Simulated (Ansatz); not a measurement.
Redistribution: C4H3F5 + C3H2F4O → C4H4F4 + C3HF5O

Gas-phase species: C4H3F5 `F/C(=C/C(F)F)C(F)F`, singlet; C3H2F4O `FC(F)C1OC1(F)F`, singlet; C4H4F4 `FC/C=C(/F)C(F)F`, singlet; C3HF5O `FC(F)C1(F)OC1(F)F`, singlet. The partners trade F for H; both sit on C, so the bond types are kept.

Shapes, held fixed at every level: PBE0-D4/def2-TZVP. Flexible molecules stand in one conformer, not always the lowest. Programs: Ansatz 0.2.0. The zero-point and thermal change to 298 K, harmonic and unscaled (PBE0-D4/def2-TZVP), is -0.8 kJ/mol.

| level | kind | ΔH(298 K) (kJ/mol) | less CCSD(T)/CBS estimate |
| --- | --- | --- | --- |
| HF/def2-SVP | Hartree–Fock | +37.8 | +5.5 |
| B3LYP-D4/def2-TZVPP | global hybrid | +29.6 | -2.7 |
| PBE0-D4/def2-TZVPP | global hybrid | +28.2 | -4.1 |
| r2SCAN0-D4/def2-TZVPP | global hybrid | +29.7 | -2.6 |
| wB97M-V/def2-TZVPP | range-separated hybrid | +30.3 | -2.0 |
| MP2/def2-TZVPP | perturbation theory | +33.4 | +1.1 |
| CCSD(T)/def2-TZVPP | coupled cluster or CI | +32.4 | +0.1 |
| CCSD(T)/CBS estimate | coupled cluster or CI | +32.3 | 0.0 |

The highest level, CCSD(T)/CBS estimate, gives ΔH(298 K) = +32.3 kJ/mol; the levels span +28.2 to +37.8. The column of differences is taken from that level and isn't an error. No measured value is set beside it here. The CBS estimate extrapolates MP2 from def2-TZVPP and def2-QZVPP and adds CCSD(T) − MP2 in the triple-zeta set, cores frozen.

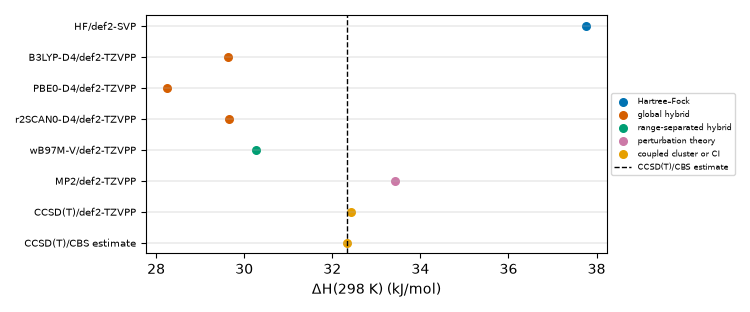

The values of the table, level by level.
